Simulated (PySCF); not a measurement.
**C2H6O, SMILES `CCO`: what the electrons do**

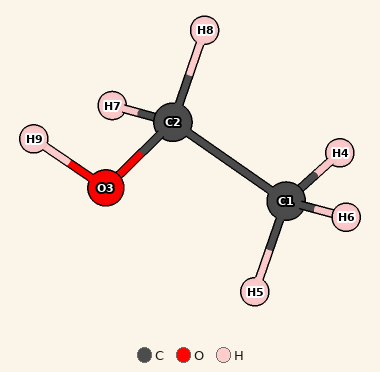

The molecule, with its atoms numbered as below. No frequency check shows the geometry to be a minimum.

Cartesian coordinates (Å):

```
C1       1.2271   -0.2196   -0.0002
C2      -0.0890    0.5421   -0.0001
O3      -1.1470   -0.3940   -0.0002
H4       2.0611    0.4764    0.0010
H5       1.2860   -0.8510   -0.8813
H6       1.2846   -0.8526    0.8817
H7      -0.1481    1.1856   -0.8900
H8      -0.1494    1.1840    0.8918
H9      -1.9870    0.0750   -0.0002
```

## 1. In an electric field

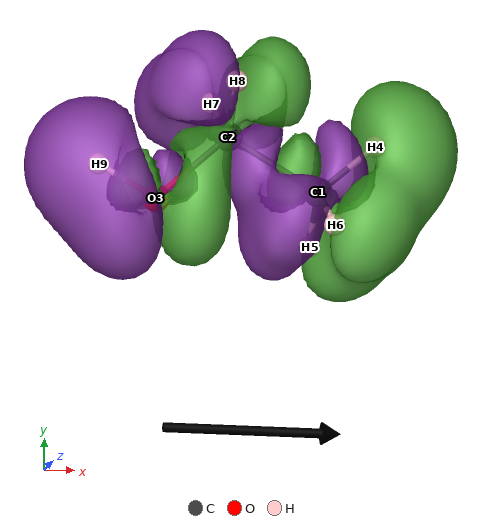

Change of the electron density in a uniform field of 0.26 V/Å along +x (arrow), surfaces at ±0.001 e/Å³ (purple: gain, green: loss).

Computed with PySCF, PBE/aug-cc-pVDZ, geometry: GFN2-xTB.

> What dipole is induced, and what polarisability does it imply?

The induced dipole is 0.49 D (along the field); α along this axis, from the fields in both directions, is 39 bohr³ (5.8 Å³).

> Which atoms gain and lose the most charge?

Electrons gather most on H9 (Hirshfeld charge changes by −0.011 e) and leave H4 most (+0.010 e); 0.047 electrons are displaced in all.

## 2. Removing or adding an electron

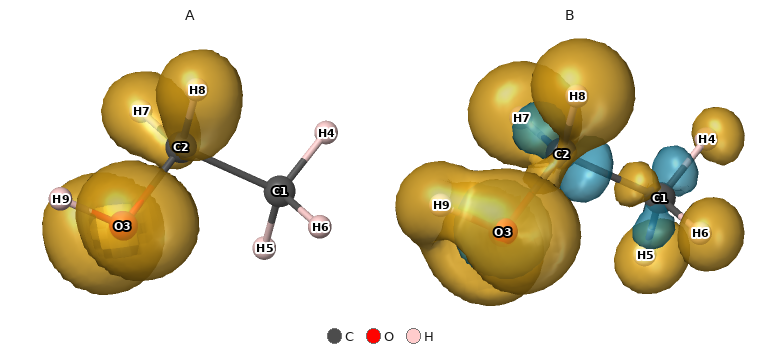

The Fukui function f⁻ from two separate SCF calculations and the density of the HOMO, at ±0.03 e/Å³ (yellow positive, teal negative).

Method: PBE/def2-SVP; geometry: GFN2-xTB; program: PySCF.

> Which panel is which, and how good is the frozen-orbital picture?

B is f⁻ (it has negative regions), A the HOMO density. The HOMO lies on O3 (68 %), C2 (12 %) and H7 and H8 (7 % each); f⁻ (Hirshfeld-condensed) is largest on O3 (0.31); the vertical ionisation energy is 9.97 eV. Relaxation shifts 38 % of the electron between atoms. The orbital energy is −5.68 eV.

## 3. Localised orbitals

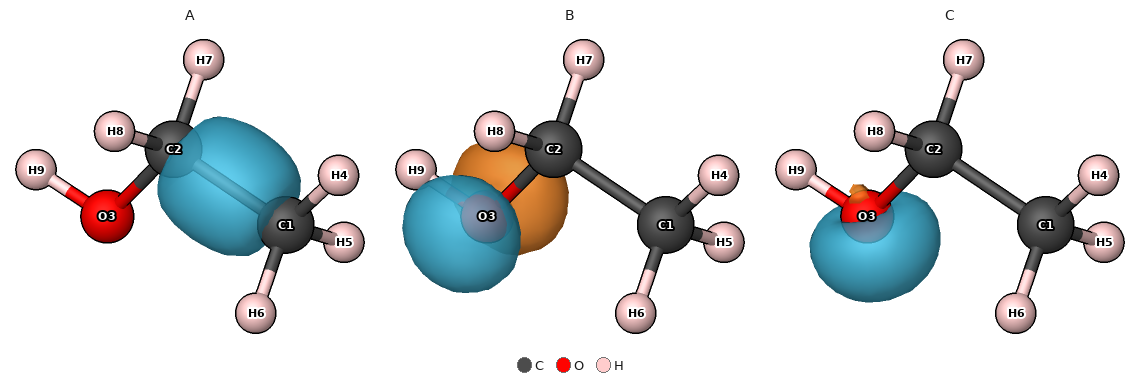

Intrinsic bond orbitals (IBO), occupied; each surface holds about 70 % of the orbital's density. Energies are diagonal elements of the Fock matrix.

Level of theory: PBE/def2-SVPD (PySCF), at a geometry from GFN2-xTB.

> Identify each orbital.

By panel:
- A: σ bond C2–C1 (C2 50 %, C1 49 %; −12.9 eV)
- B: lone pair on O3 (p-type) (O3 98 %; −7.0 eV)
- C: lone pair on O3 (sp1.2-type) (O3 99 %; −11.8 eV)

> Which has the smallest and which the largest spatial spread?

Smallest: C (0.75 Å); largest: B (0.88 Å).

> How do all the valence pairs divide up?

10 pairs: 8 σ bonds and 2 lone pairs.

## 4. Stretching a bond

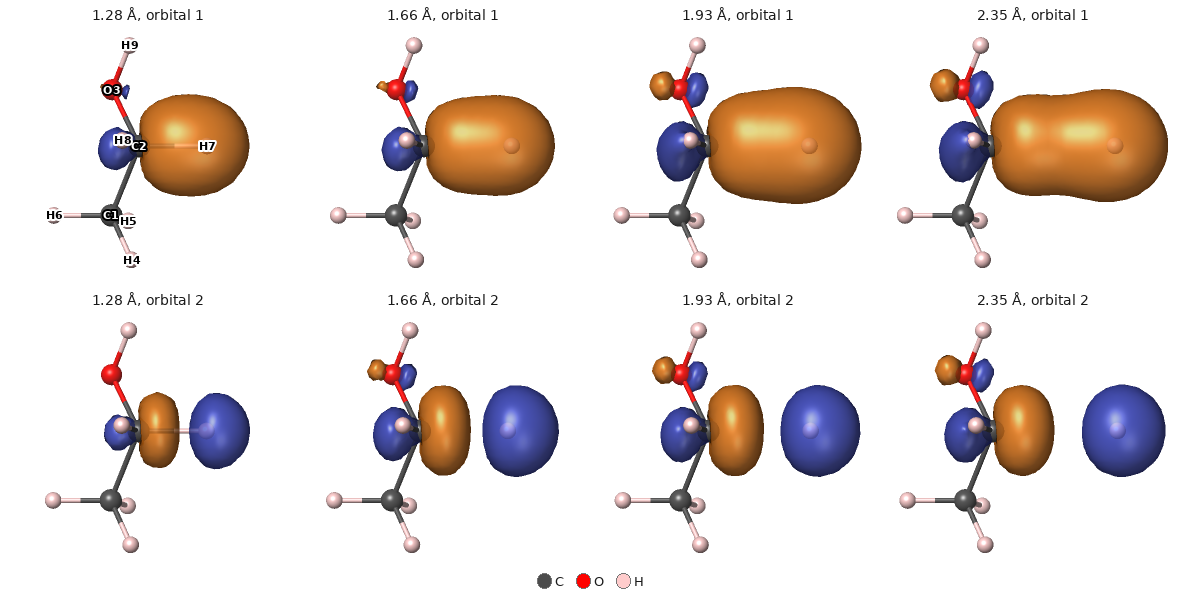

Rigid stretch of the C2–H7 bond. The two CASSCF(2,2) natural orbitals nearest half filling (orbital 1 the more occupied).

Computed with PySCF, 6-311G** basis, geometry: GFN2-xTB.

> How do the occupations change along the stretch?

1.28 Å: 1.97 and 0.03; 1.66 Å: 1.91 and 0.09; 1.93 Å: 1.83 and 0.17; 2.35 Å: 1.64 and 0.36. At the longest distance computed (3.00 Å) they are 1.31 and 0.69, and the effective number of unpaired electrons is 1.6.

> Where does the UHF solution part from RHF?

Between 1.66 Å (⟨S²⟩ = 0, the two coincide) and 1.93 Å (⟨S²⟩ = 0.56); at 3.00 Å ⟨S²⟩ is 0.99 and UHF lies 3.0 eV below RHF.

> How much energy does the stretch cost?

By CASSCF, 4.0 eV from the lowest point of the scan (1.07 Å) to 3.00 Å; RHF gives 6.6 eV from its own lowest point. The fragments aren't relaxed and dynamic correlation is missing, so this isn't a bond dissociation energy.
